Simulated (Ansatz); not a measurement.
# How liquid Zn38Se23S15 changes with temperature

How do cells made at different temperatures differ in energy, pressure, forces and cost?

Computed with Ansatz 0.2.0: Kohn-Sham DFT, PBEsol, PAW (set soft_2). Every run is a single point, with the atoms held where the recipe put them (cutoff of the plane-wave runs 420 eV, gaussian smearing of 0.05 eV).

First member: 76 atoms (38 Zn, 23 Se, 15 S) placed at random at 4.69 g/cm³, melted at 2500 K for 10 ps at fixed volume with the Stillinger-Weber II-VI potential (Zhou et al., Phys. Rev. B 88, 085309 (2013)). Snapshot at the end of a hold of 5 ps at 1870 K and fixed volume.

Last member: 76 atoms (38 Zn, 23 Se, 15 S) placed at random at 4.69 g/cm³, melted at 2640 K for 10 ps at fixed volume with the Stillinger-Weber II-VI potential (Zhou et al., Phys. Rev. B 88, 085309 (2013)). Snapshot at the end of a hold of 5 ps at 2640 K and fixed volume.

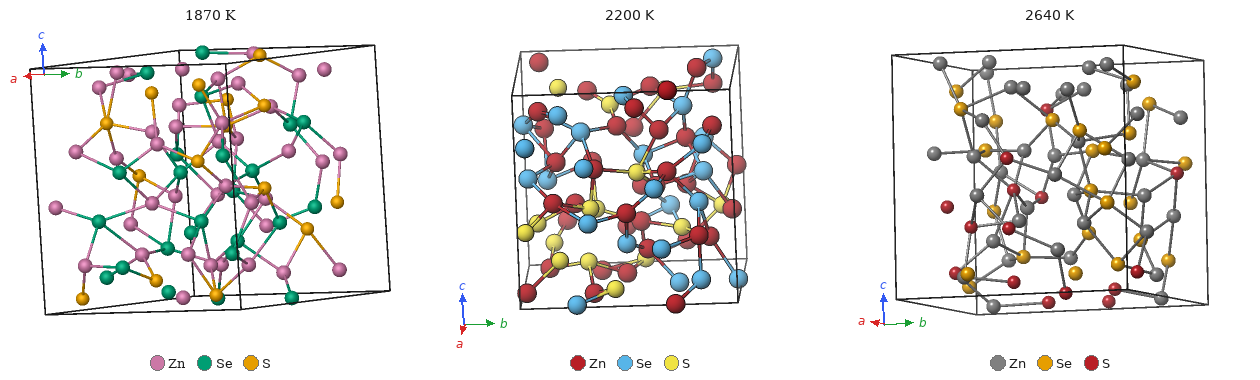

Three members of the series, labelled by temperature. Bonds to atoms that aren't drawn are left out. Some periodic images of atoms are drawn too.

The members:

| temperature (K) | reduced formula | atoms | valence electrons | k-mesh | basis | density (g/cm³) |
| --- | --- | --- | --- | --- | --- | --- |
| 1870 | Zn38Se23S15 | 76 | 914 | 1×1×1 | plane waves | 4.69 |
| 2050 | Zn38Se23S15 | 76 | 914 | 1×1×1 | plane waves | 4.69 |
| 2200 | Zn38Se23S15 | 76 | 914 | 1×1×1 | plane waves | 4.69 |
| 2420 | Zn38Se23S15 | 76 | 914 | 1×1×1 | plane waves | 4.69 |
| 2640 | Zn38Se23S15 | 76 | 914 | 1×1×1 | plane waves | 4.69 |

Each cell is one sample from a classical run, so sample-to-sample scatter enters every column; pressures lack the kinetic term.

The input of the first member, without its atom lines; other members have their own cell and atoms, and may differ in mesh, basis and outputs:

```yaml
crystal:
  lattice:
    - [11.9218, 0.0, 0.0]
    - [0.0, 11.9218, 0.0]
    - [0.0, 0.0, 11.9218]
  atoms:
    [... 76 lines ...]
kpoints:
  mp_grid: { grid: [1, 1, 1] }
hamiltonian:
  xc: pbesol
scf:
  occupations: { method: gaussian, width: 0.05 }
output:
  forces: true
  stress: true
  populations: true
  dos:
    method: { smearing: { sigma: 0.15 } }
    de: 0.1
    projected: { site_lists: { S: [S], Se: [Se], Zn: [Zn] } }
  eigenvalues: true
  write_density: true
  write_potential: true
  volumetric_format: npy
```

Results:

```
temperature (K)  energy less the first member's (meV/atom)  pressure (GPa)  r.m.s. force (eV/Å)
           1870                                        0.0           -3.52                0.675
           2050                                       22.4           -4.51                0.594
           2200                                       96.0           -4.92                0.645
           2420                                      160.0           -5.28                0.586
           2640                                      104.2           -4.43                0.615
```

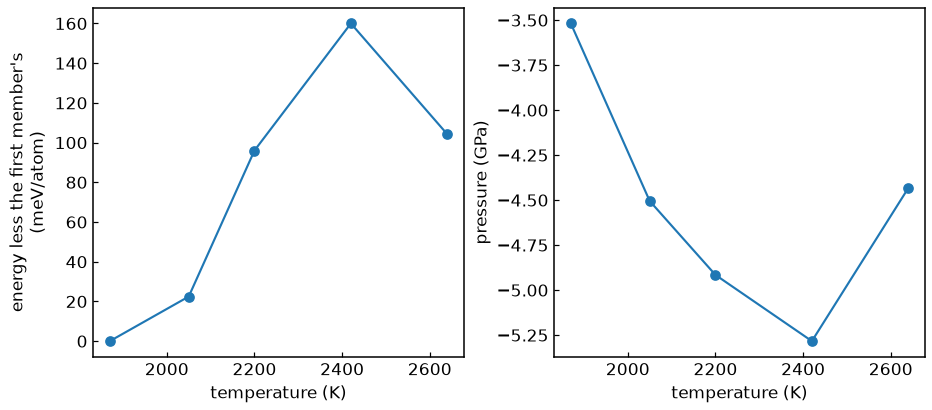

Results against temperature.

Cost on 8 threads of Intel Xeon Platinum 8259CL at 2.50GHz (Skylake/Cascade Lake), shared host:

| temperature (K) | atoms | basis | k-mesh | SCF cycles | time | host memory (GiB) |
| --- | --- | --- | --- | --- | --- | --- |
| 1870 | 76 | plane waves | 1×1×1 | 15 | 23 s | 2.8 |
| 2050 | 76 | plane waves | 1×1×1 | 16 | 25 s | 2.8 |
| 2200 | 76 | plane waves | 1×1×1 | 13 | 21 s | 2.8 |
| 2420 | 76 | plane waves | 1×1×1 | 17 | 25 s | 2.8 |
| 2640 | 76 | plane waves | 1×1×1 | 14 | 22 s | 2.8 |

Times include the outputs that each run asked for, on hosts shared with other jobs.

The energy against the first member is lowest at 1870 K (0.0 meV/atom) and highest at 2420 K (160.0 meV/atom), rising overall but not at every step; each member is a single configuration. The pressure is lowest at 2420 K (-5.3 GPa) and highest at 1870 K (-3.5 GPa), with no steady trend. All of the 5 members have partly filled levels at the Fermi energy, where the frontier levels stand at most 0.070 eV apart and the tails of the smearing reach across; spin polarisation, left out here, could split them.

**Limits.** The network of bonds at the start is that of the classical potential that made the cell, and needn't be the one that DFT or experiment would give. The cells aren't relaxed by DFT, which could reorder their energies.

[Logs are printed without paths, hosts, clocks, repeated set-up lines and the standing remarks that a program may print on its own settings, such as how far it seeks lower states.]

[Hosts, paths, dates, database ids (printed as entryN), source tags and the programs' standing remarks are cut or masked in the printed files.]
